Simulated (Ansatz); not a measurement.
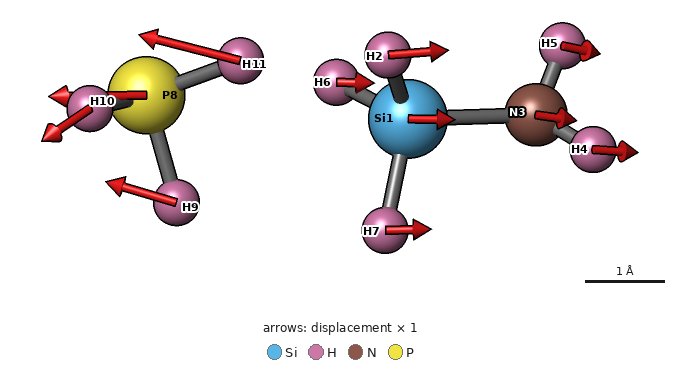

A relaxation of SiPNH8. The starting structure is drawn; red arrows show the displacements, at their true length. The two geometries are superimposed by the best rigid fit.

Style: ball-and-stick. Shown from a free direction.

The run prepares an end point of a later path (reaction) calculation, from a guessed geometry.

Method: RHF/cc-pVDZ (Ansatz).

The input:
```yaml
crystal:
  periodic: [false, false, false]
  atoms:
    - { symbol: Si, position_ang: [0.293368, -0.094134, -0.094674] }
    - { symbol: H, position_ang: [0.339625, -0.147479, 1.374157] }
    - { symbol: "N", position_ang: [1.828582, 0.076248, -0.901091] }
    - { symbol: H, position_ang: [2.460702, -0.704439, -0.875626] }
    - { symbol: H, position_ang: [2.34304, 0.925177, -0.751975] }
    - { symbol: H, position_ang: [-0.549125, 1.058596, -0.495129] }
    - { symbol: H, position_ang: [-0.308382, -1.372631, -0.560045] }
    - { symbol: P, position_ang: [-2.788024, 0.242979, 1.299468] }
    - { symbol: H, position_ang: [-2.763881, -0.811648, 0.347894] }
    - { symbol: H, position_ang: [-3.430838, -0.51084, 2.311165] }
    - { symbol: H, position_ang: [-1.477967, 0.026071, 1.794156] }
basis:
  gaussian: { orbitals: cc-pVDZ }
hamiltonian:
  xc: hf
relax:
  f_tol: 0.03
  max_steps: 50
```

Launched with:
```bash
ansatz run input.yaml --threads 1 --pin off --max-ram 2048MiB --backend cpu --events-out ev --progress --plain --runs-dir out
```

Q: What happened in the run?

A: H11 moves most after the best rigid fit: 1.35 Å. Largest moves by element: H 1.35 Å, P 1.31 Å, Si 0.61 Å, N 0.58 Å. Some distances before and after: Si1–H2 1.471 → 1.494 Å. Over 15 accepted moves (16 points after the start) the energy falls by 34.2 kJ/mol. The largest force component goes from 0.66 to 0.027 eV/Å. The line search rejected the trial step at point 14 of the run. The forces were under the threshold at step 9, but the run went on from there.

Limits of the set-up: Hartree-Fock leaves out electron correlation.
